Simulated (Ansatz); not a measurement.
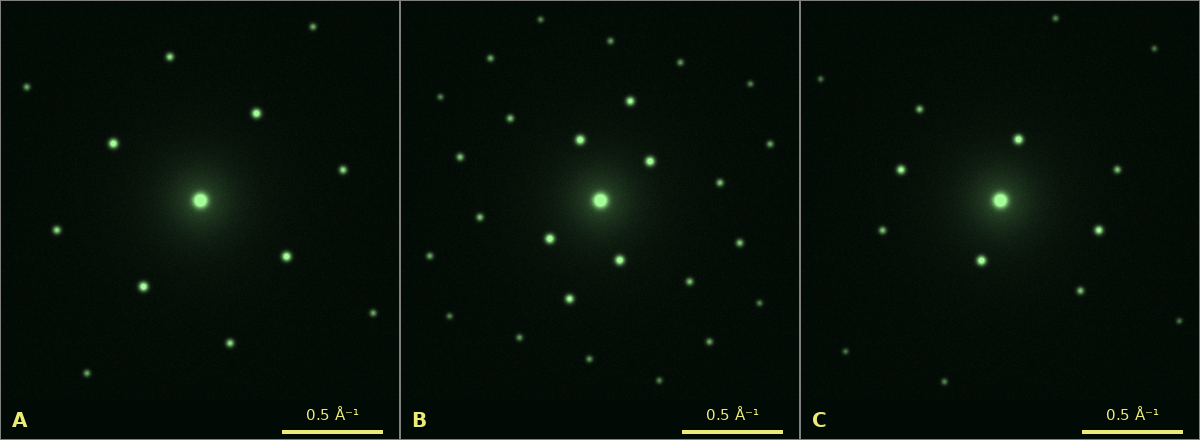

The patterns are kinematic simulations for 300 kV electrons (no multiple scattering; isotropic B = 0.5 Å²).

All three come from Si, space group Fd-3m (No. 227), a = 5.47 Å. Structure: the input geometry of an electronic-structure calculation (not necessarily at equilibrium).

```cif
data_structure
_symmetry_space_group_name_H-M 'Fd-3m:1'
_symmetry_Int_Tables_number 227
_cell_length_a 5.4702
_cell_length_b 5.4702
_cell_length_c 5.4702
_cell_angle_alpha 90.000
_cell_angle_beta 90.000
_cell_angle_gamma 90.000
_cell_volume 163.69
loop_
_atom_site_label
_atom_site_type_symbol
_atom_site_symmetry_multiplicity
_atom_site_Wyckoff_symbol
_atom_site_fract_x
_atom_site_fract_y
_atom_site_fract_z
_atom_site_occupancy
Si1 Si 8 a 0.00000 0.00000 0.00000 1
```

Q: Assign the zone axes [001], [110], [211] to A, B and C.

A: A is [001]: square net of 2 -2 0 at d = 1.93 Å and 2 2 0 at d = 1.93 Å, at 90.0°. B is [110]: centred rectangular net of -1 1 -1 at d = 3.16 Å and -1 1 1 at d = 3.16 Å, at 70.5°. C is [211]: rectangular net of -1 1 1 at d = 3.16 Å and 0 -2 2 at d = 1.93 Å, at 90.0°.
